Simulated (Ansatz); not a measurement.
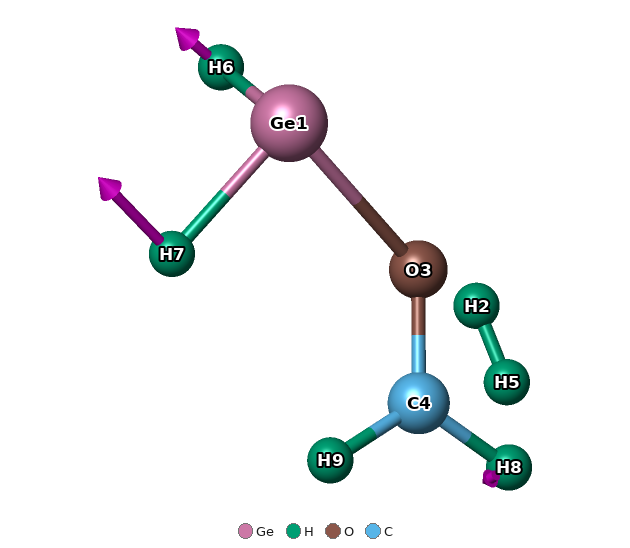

The arrows show one normal mode. Harmonic vibrations computed with RKS PBE0-D4/def2-TZVP (Ansatz 0.2.0) at a stationary point of the same level.

Q: Describe the motion.

A: Mostly H–Ge–O bending.

Q: Estimate its harmonic wavenumber.

A: 691 cm⁻¹; it is mode 11 of 21 counted from the lowest.
